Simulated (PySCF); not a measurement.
CH10N2OSi3

Input file:

```
{"job": {"kind": "nmr", "xc": "PBE0", "basis": "pcSseg-1"}, "charge": 0, "multiplicity": 1}
C      2.459400     0.262648    -1.024744
Si     1.217359    -0.228496     0.331288
N     -0.074970    -1.143123    -0.387307
Si    -1.725413    -0.922492     0.082997
O     -2.761218    -0.981659    -1.168561
N     -1.623616     0.633825     0.832223
Si    -0.122295     1.383555     1.275937
H      2.018064     0.915215    -1.772378
H      2.847425    -0.612648    -1.537359
H      3.306779     0.783268    -0.590346
H      1.943054    -1.108061     1.279770
H      0.134449    -1.940207    -0.964689
H     -2.262749    -1.966554     0.944056
H     -2.650858    -0.390903    -1.909342
H     -2.489926     1.051755     1.127192
H     -0.076354     1.522496     2.742638
H     -0.146128     2.753411     0.728714
```

Run with:

```sh
OMP_NUM_THREADS=1 python probes_run.py task.json out
```

Geometry: GFN2-xTB.

Method: PySCF, PBE0/pcSseg-1, SCF density, gas phase, non-relativistic.

### Predict the electron density and electron localisation function between the atoms.

Si–N (1.73 Å): ρ at the midpoint is about 1.1 e/Å³; the ELF peaks at about 0.90 between the atoms: a polar covalent bond.
Si–Si (2.30 Å): ρ is about 0.69 e/Å³ halfway; the ELF peaks at about 1 between the atoms, as expected for a covalent bond.
N–H (1.01 Å): ρ is about 2.8 e/Å³ halfway; the ELF climbs to about 1 towards the hydrogen, as it does in any bond to H: an ordinary covalent bond to hydrogen.

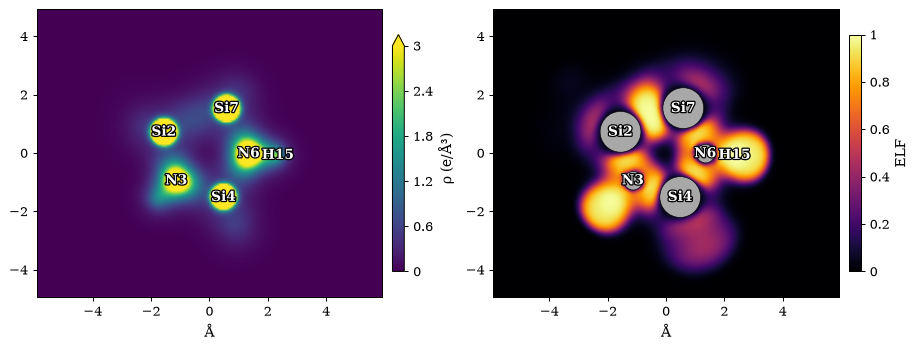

Computed electron density and electron localisation function on the plane of atoms Si2, Si7 and N6, in this order. Grey discs cover the atomic cores in the ELF map. 
